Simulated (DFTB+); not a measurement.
# Run report: CH₄B₂O, energy and gradient calculation

The run: energy and gradient calculation of CH₄B₂O, SMILES BB1CO1. Method and program: GFN1-xTB, R-SCC, dispersion built in, COSMO solvent water (DFTB+ 25.1).

The geometry comes from this level: GFN2-xTB.

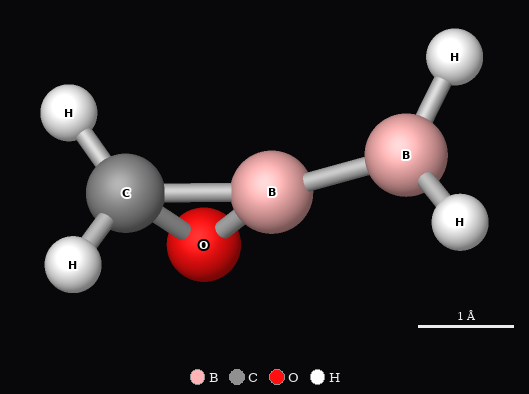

The structure (ball-and-stick view, seen at a tilt).

### Input file (dftb_in.hsd)
```
Geometry = xyzFormat {
  <<< "mol.xyz"
}
Hamiltonian = xTB {
  Method = "GFN1-xTB"
  Solvation = Cosmo {
    Solvent = fromName {
      "water"
    }
    RadiiScaling = {
      B = 1.1
      C = 1.1
      O = 1.1
      H = 1.1
    }
    AngularGrid = 50
    FreeEnergyShift [kcal/mol] = 0.0
    Solver = DomainDecomposition {
      MaxMoment = 10
      Accuracy = 1e-08
    }
  }
}
Analysis = {
  PrintForces = Yes
}
Options = {
  WriteResultsTag = Yes
}
InputVersion = 25.1
```

### File mol.xyz
```
8

B     -0.999770     1.248570    -0.325600
B     -0.204800    -0.132770    -0.177230
C      0.971290    -0.947620     0.389410
O     -0.080880    -1.427600    -0.453380
H     -0.755410     2.021690    -1.170440
H     -1.829360     1.572040     0.434770
H      0.953220    -1.371220     1.386850
H      1.945720    -0.963080    -0.084370
```

Run as:
```bash
dftb+ > run.log
```

### Log
```
|  DFTB+ development version (commit: a23bfb2)

Reading input file 'dftb_in.hsd'
Parser version: 14

--------------------------------------------------------------------------------

Processed input in HSD format written to 'dftb_pin.hsd'

Starting initialization...
--------------------------------------------------------------------------------
OpenMP threads:              1
Chosen random seed:          1865714887
Current stacksize:           unlimited
Mode:                        Static calculation
Self consistent charges:     Yes
SCC-tolerance:                 0.100000E-04
Max. scc iterations:                    100
Shell resolved Hubbard:      Yes
Spin polarisation:           No
Nr. of up electrons:            10.000000
Nr. of down electrons:          10.000000
Periodic boundaries:         No
Electronic solver:           Relatively robust
Mixer:                       Broyden mixer
Mixing parameter:                  0.200000
Nr. of chrg. vec. in memory:            100
Max. SCC-cycles:                        100
tblite library version:      0.3.0
-> parametrization:          GFN1-xTB
-> repulsion:                Yes
-> dispersion:               Yes
-> halogen bonding:          Yes
-> electrostatics:           Yes
   -> isotropic:             Yes
   -> anisotropic:           No
   -> third-order:           Yes
Electronic temperature:              0.950045E-03 H      0.258520E-01 eV
Initial charges:             Set automatically (system chrg:   0.000E+00)
Included shells:             B:  s, p
                             C:  s, p
                             O:  s, p
                             H:  s, s2
Solvation:                   conductor like screening model
Dielectric constant:           7.850000E+01
Free energy shift:             0.000000E+00 H      0.000000E+00 eV
Grid points:                   4.000000E+02 total            50 per atom
Solver:                      domain decomposition
SASA model:                  No
Solvated fields rescaled:    Yes
Extra options:
                             Mulliken analysis
                             Force calculation
Force type                   original

--------------------------------------------------------------------------------

***  Geometry step: 0

 iSCC Total electronic   Diff electronic      SCC error
    1   -0.11806159E+02    0.00000000E+00    0.12148060E+01
    2   -0.11848241E+02   -0.11806159E+02    0.86070275E+00
    3   -0.11849126E+02   -0.42081887E-01    0.52098818E+00
    4   -0.11851178E+02   -0.88514813E-03    0.50787656E+00
    5   -0.11880662E+02   -0.20520458E-02    0.48051813E-01
    6   -0.11880914E+02   -0.29484186E-01    0.21194884E-01
    7   -0.11880961E+02   -0.25127658E-03    0.31835753E-02
    8   -0.11880961E+02   -0.47467994E-04    0.13025090E-02
    9   -0.11880962E+02   -0.21858728E-06    0.77165276E-03
   10   -0.11880962E+02   -0.26300946E-06    0.35707182E-03
   11   -0.11880962E+02   -0.70344559E-07    0.24249379E-03
   12   -0.11880962E+02   -0.74261521E-08    0.34596477E-04
   13   -0.11880962E+02   -0.71697954E-08    0.66611782E-06

Total Energy:                      -11.7488482971 H         -319.7024 eV
Extrapolated to 0K:                -11.7488482971 H         -319.7024 eV
Total Mermin free energy:          -11.7488482971 H         -319.7024 eV
Force related energy:              -11.7488482971 H         -319.7024 eV

Cavity information written to dftbp.cosmo

--------------------------------------------------------------------------------
--------------------------------------------------------------------------------
SCC                                    +       0.11 ( 93.5%)       0.11 ( 93.4%)
--------------------------------------------------------------------------------
Missing                                +       0.01 (  6.5%)       0.01 (  6.6%)
Total                                  =       0.12 (100.0%)       0.12 (100.0%)
--------------------------------------------------------------------------------
```

### File detailed.out
```
Fermi distribution function

Calculation with static geometry

********************************************************************************
 iSCC Total electronic   Diff electronic      SCC error
   13   -0.11880962E+02   -0.71697954E-08    0.66611782E-06
********************************************************************************

 Total charge:    -0.00000000

 Atomic gross charges (e)
 Atom           Charge
    1       0.16280870
    2       0.34143608
    3       0.09111214
    4      -0.51916530
    5      -0.06522890
    6      -0.06534801
    7       0.02726164
    8       0.02712364

Nr. of electrons (up):     20.00000000
Atom populations (up)
 Atom       Population
    1       2.83719130
    2       2.65856392
    3       3.90888786
    4       6.51916530
    5       1.06522890
    6       1.06534801
    7       0.97273836
    8       0.97287636

l-shell populations (up)
 Atom Sh.   l       Population
    1   1   0       1.04186198
    1   2   1       1.79532932
    2   1   0       0.96847063
    2   2   1       1.69009329
    3   1   0       0.99664554
    3   2   1       2.91224232
    4   1   0       1.73713803
    4   2   1       4.78202727
    5   1   0       1.06174595
    5   2   0       0.00348295
    6   1   0       1.06183678
    6   2   0       0.00351122
    7   1   0       0.95490045
    7   2   0       0.01783791
    8   1   0       0.95503161
    8   2   0       0.01784475

Orbital populations (up)
 Atom Sh.   l   m       Population  Label
    1   1   0   0       1.04186198  s
    1   2   1  -1       0.71964882  p_y
    1   2   1   0       0.59759252  p_z
    1   2   1   1       0.47808798  p_x
    2   1   0   0       0.96847063  s
    2   2   1  -1       0.63267403  p_y
    2   2   1   0       0.44123598  p_z
    2   2   1   1       0.61618328  p_x
    3   1   0   0       0.99664554  s
    3   2   1  -1       1.15133003  p_y
    3   2   1   0       0.92110267  p_z
    3   2   1   1       0.83980962  p_x
    4   1   0   0       1.73713803  s
    4   2   1  -1       1.59196301  p_y
    4   2   1   0       1.65403441  p_z
    4   2   1   1       1.53602985  p_x
    5   1   0   0       1.06174595  s
    5   2   0   0       0.00348295  s2
    6   1   0   0       1.06183678  s
    6   2   0   0       0.00351122  s2
    7   1   0   0       0.95490045  s
    7   2   0   0       0.01783791  s2
    8   1   0   0       0.95503161  s
    8   2   0   0       0.01784475  s2

Fermi level:                        -0.3601257476 H           -9.7995 eV
Band energy:                       -11.2645189790 H         -306.5232 eV
TS:                                  0.0000000000 H            0.0000 eV
Band free energy (E-TS):           -11.2645189790 H         -306.5232 eV
Extrapolated E(0K):                -11.2645189790 H         -306.5232 eV
Input / Output electrons (q):     20.0000000000     20.0000000000

Energy H0:                         -11.9173805206 H         -324.2884 eV
Energy SCC:                          0.0501501757 H            1.3647 eV
Solvation energy:                   -0.0137314113 H           -0.3737 eV
Total Electronic energy:           -11.8809617563 H         -323.2974 eV
Repulsive energy:                    0.1337668128 H            3.6400 eV
Halogen correction energy:           0.0000000000 H            0.0000 eV
Total energy:                      -11.7488482971 H         -319.7024 eV
Extrapolated to 0:                 -11.7488482971 H         -319.7024 eV
Total Mermin free energy:          -11.7488482971 H         -319.7024 eV
Force related energy:              -11.7488482971 H         -319.7024 eV

Non-constrained calculation

SCC converged

Total Forces
    1      0.002427141201     -0.010462699201     -0.001365504261
    2     -0.000294977470      0.034446932019      0.009203079518
    3      0.008480613902      0.010174526437      0.008913985521
    4     -0.010287538461     -0.036912397043     -0.017226259292
    5      0.003092259598      0.003697777144     -0.004764969178
    6     -0.003884694420      0.000887272179      0.005535500728
    7     -0.000686112976     -0.001237179294      0.001214709182
    8      0.001153308624     -0.000594232242     -0.001510542217

Maximal derivative component:        0.369124E-01 au

Dipole moment:    0.46871987    1.01861046    0.59855416 au
Dipole moment:    1.19136717    2.58904975    1.52137304 Debye
```

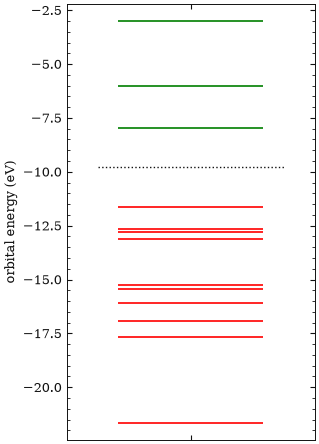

Orbital energies near the frontier; the dotted line parts filled from empty levels, and levels within 0.02 eV of each other stand side by side. Highest filled −11.63 eV, lowest empty −7.96 eV, 3.67 eV apart.

### Key numbers

- outcome: converged
- Mermin free energy: −11.748848 hartree
- solvation energy: −0.013731 hartree
- basis functions: 24
- largest force: 2.160 eV/Å
- HOMO: −11.63 eV
- LUMO: −7.96 eV
- dipole moment: 3.23 D
- hardware: 1 thread of Intel Xeon @ 2.90GHz (Ice Lake), 32 GiB of memory available, shared host
- peak memory: 0.072 GiB

### Notes

Settings chosen away from the usual ones: angular_grid.
